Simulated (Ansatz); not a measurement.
ClFH4Si3 (SMILES F[SiH]1[SiH2][SiH]1Cl)

Input file:

```
crystal:
  periodic: [false, false, false]
  atoms:
    - {symbol: F, position_ang: [-1.265761, -0.360081, 2.442421]}
    - {symbol: Si, position_ang: [-0.429296, 0.290544, 1.245033]}
    - {symbol: Si, position_ang: [1.244899, -0.600661, -0.109842]}
    - {symbol: Si, position_ang: [-0.791570, 0.194580, -1.007771]}
    - {symbol: Cl, position_ang: [-1.180158, 1.774161, -2.259398]}
    - {symbol: H, position_ang: [0.055374, 1.636797, 1.644173]}
    - {symbol: H, position_ang: [2.560320, 0.087727, -0.072965]}
    - {symbol: H, position_ang: [1.390174, -2.048515, -0.408635]}
    - {symbol: H, position_ang: [-1.495381, -1.020753, -1.490115]}
basis:
  gaussian: {orbitals: def2-TZVPP}
hamiltonian: {xc: pbe0, dispersion: d4}
output: {orbitals: {seedname: orbitals}}
```

Run with:

```sh
ansatz run in.yaml --threads 4 --pin off --events-out ev --progress --plain --max-ram 10444MiB
```

Geometry: PBE0-D4/def2-TZVP.

Method: RKS PBE0-D4/def2-TZVPP (Ansatz).

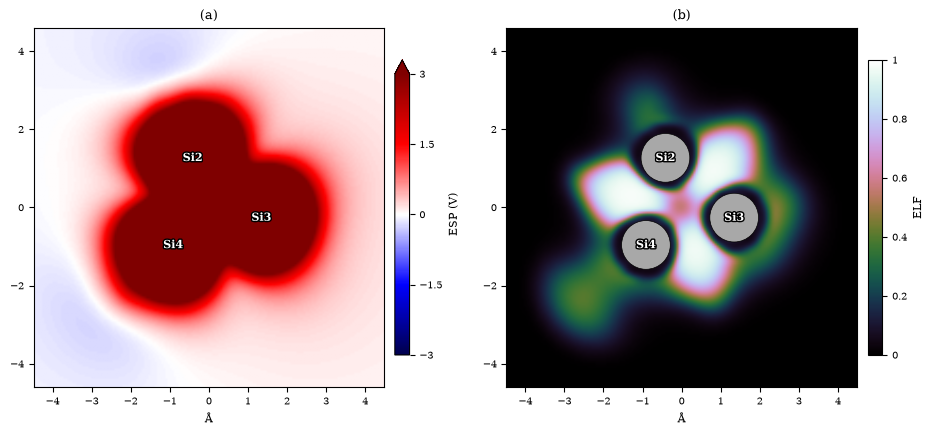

Figure 1. (a) molecular electrostatic potential; (b) ELF on the plane of atoms Si2, Si3 and Si4. Grey discs cover the atomic cores in the ELF map.

Question: What do the fields say about this system?

Answer: The section cuts through Si sites. Si–Si (2.28 Å): the ELF peaks at about 0.90 between the atoms (localised, covalent bonding). Si–Si (2.33 Å): the ELF peaks at about 0.90 between the atoms, as expected for a shared electron pair. The potential has no marked negative region in this plane.

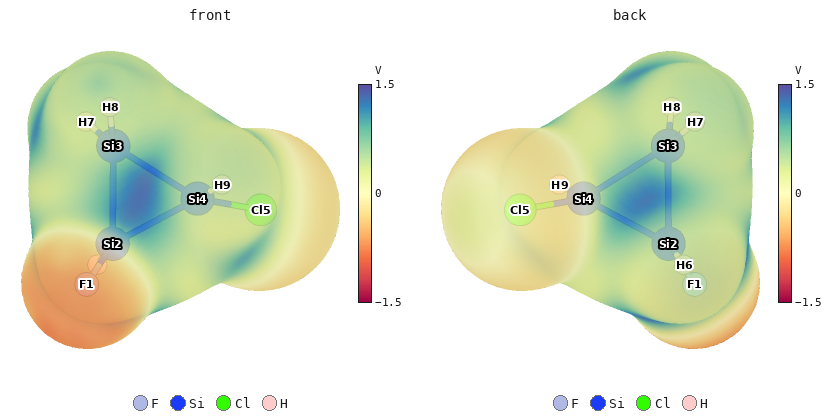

Figure 2. The electrostatic potential painted on the density surface at 0.002 e/bohr³, seen from the front and from behind; the colour scale runs from red (negative) to blue (positive).

Question: Which sites attract a positive test charge, and which a negative one?

Answer: A positive charge is drawn to the negative regions and a negative charge to the positive ones. The most negative region (about −0.8 V, or −18 kcal/mol for a unit charge) lies over F1, the most positive (about +1.3 V, or +30 kcal/mol for a unit charge) over Si2, Si3 and Si4. Cl5 shows a σ-hole: about +0.3 V at the tip opposite its bond, against about −0.2 V on its flanks.

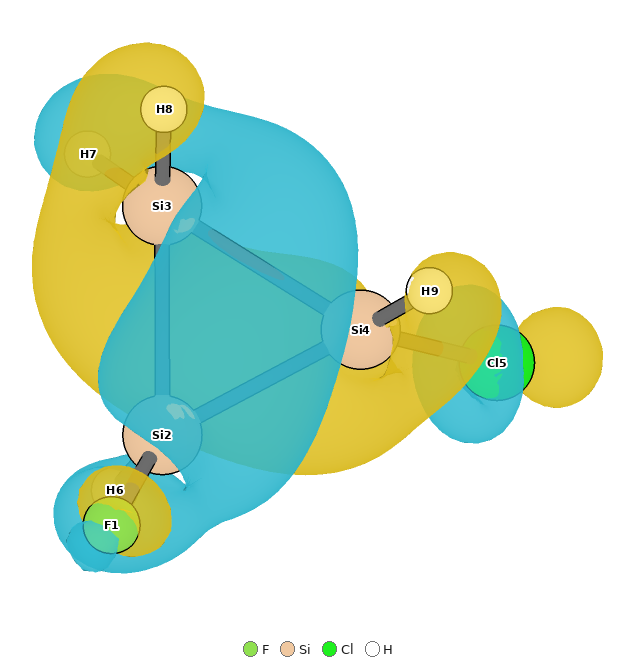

Figure 3. The LUMO at ±0.1 Å⁻³ᐟ² (yellow and cyan are the two phases), seen across its widest extent.

Question: Describe this orbital and give its energy.

Answer: It lies mainly on Si2 (about 25 %), Si4 (about 25 %), Si3 (about 25 %) and Cl5 (about 5 %). Its energy is −2.02 eV.
